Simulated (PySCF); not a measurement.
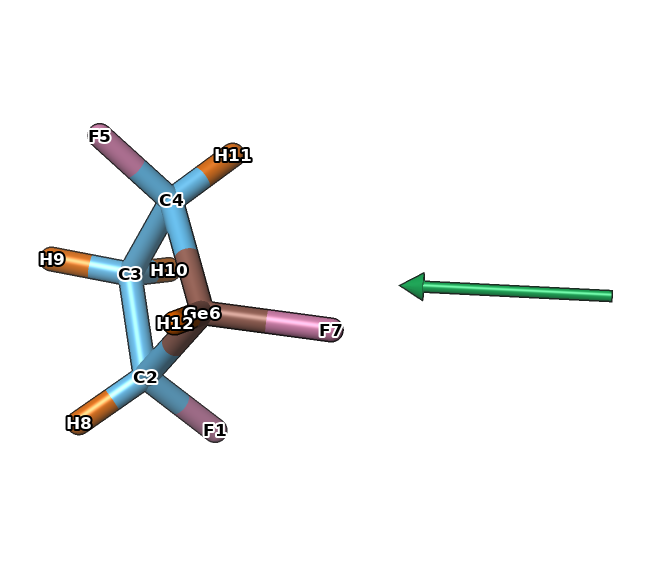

The arrow beside the molecule shows the direction of the dipole moment, from the negative to the positive end (its length means nothing). The computed structure is the end point of a GFN2-xTB optimisation. No frequency run is at hand to confirm it as a minimum. Level of theory: PBE0/def2-SVPD, gas phase (PySCF 2.14.0).

### Estimate the dipole moment.

2.47 D; it points from the side of F7 to the side of H9 (the outermost atoms at the two ends).

The geometry is semi-empirical. Around Ge such bond lengths and angles can be off by a tenth of an ångström or more and by several degrees, and values that hang on the shape move with them.
